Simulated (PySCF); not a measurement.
BH₆NSi (SMILES BN[SiH3])

Input file:

```
{"job": {"kind": "uv", "xc": "wB97X-D", "basis": "def2-SVPD", "nstates": 8, "ntriplets": 3}, "charge": 0, "multiplicity": 1}
B     -1.536328    -0.364112    -0.044185
N     -0.250585    -0.236047     0.477343
Si     1.223335     0.384634    -0.219263
H     -2.385549    -0.837307     0.612771
H     -1.739607     0.006793    -1.135272
H     -0.127181    -0.571337     1.423078
H      2.156756    -0.737668    -0.376057
H      1.762625     1.357967     0.737920
H      0.910095     1.003071    -1.501513
```

Launched as:

```sh
OMP_NUM_THREADS=1 python probes_run.py task.json out
```

Geometry: GFN2-xTB.

These are results of wB97X-D/def2-SVPD, SCF density, gas phase (PySCF), not measurements.

**What will maps of the electron density and electron localisation function show?**

B–N (1.39 Å): ρ is about 1.9 e/Å³ halfway; the ELF peaks at about 0.95 between the atoms: a short, strongly polar bond.
Si–N (1.74 Å): ρ at the midpoint is about 1.1 e/Å³; the ELF peaks at about 0.95 between the atoms; a polar covalent bond.
N–H (1.01 Å): the density is about 2.8 e/Å³ at the midpoint; the ELF climbs to about 1 towards the hydrogen, as it does in any bond to H; an ordinary covalent bond to hydrogen.
B–H (1.17 Å): ρ is about 1.3 e/Å³ halfway; the ELF climbs to about 1 towards the hydrogen (an ordinary covalent bond to hydrogen).

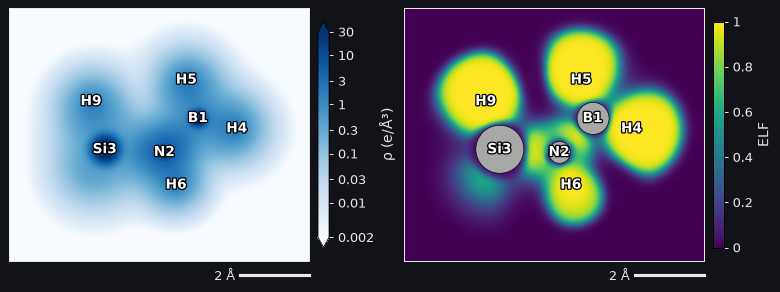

Computed electron density and electron localisation function on the plane of atoms H4, B1 and H5, in this order. Grey discs cover the atomic cores in the ELF map. 
